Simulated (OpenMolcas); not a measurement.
## B2 (SMILES B#B): the energy, rung by rung

B2 has 2 atoms, charge 0, and is taken as a triplet. SMILES: `B#B`. The shape is that of a GFN2-xTB optimisation.

```xyz
2

B     0.0000    0.0000    0.0000
B     0.0000    0.0000    1.4051
```

Each level gives the energy change with the B1–B2 bond stretched from 1.405 to 2.810 Å (eV). The values are calculated.

```
              level                   kind     program  value (eV)  less FCI/pcseg-0
       ROHF/pcseg-0           Hartree–Fock  OpenMolcas        0.17             -0.90
     USVWN5/pcseg-0                    LDA  OpenMolcas        1.37             +0.30
       UPBE/pcseg-0                    GGA  OpenMolcas        1.06             -0.01
   U-r2SCAN/pcseg-0               meta-GGA  OpenMolcas        0.95             -0.12
      UPBE0/pcseg-0          global hybrid  OpenMolcas        0.97             -0.10
CASPT2(4,4)/pcseg-0         multireference  OpenMolcas        1.65             +0.58
  MRCI(4,4)/pcseg-0         multireference  OpenMolcas        1.28             +0.21
  ROCCSD(T)/pcseg-0  coupled cluster or CI  OpenMolcas        1.12             +0.05
          FCI/3-21G     exact in the basis  OpenMolcas        1.10             +0.03
        FCI/pcseg-0     exact in the basis  OpenMolcas        1.07              0.00
```

FCI/pcseg-0 is exact within its basis and frozen core, so for wave-function methods in that basis the difference is their error; functionals converge differently with the basis, so for them it is only a difference. The first shape isn't each level's own minimum. The values span 0.17 to 1.65 eV. All rows use very small basis sets, so even the best lies far from the true value.

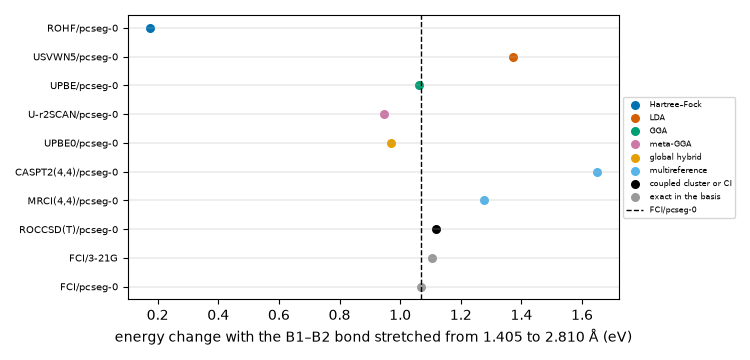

The values of the table, level by level.
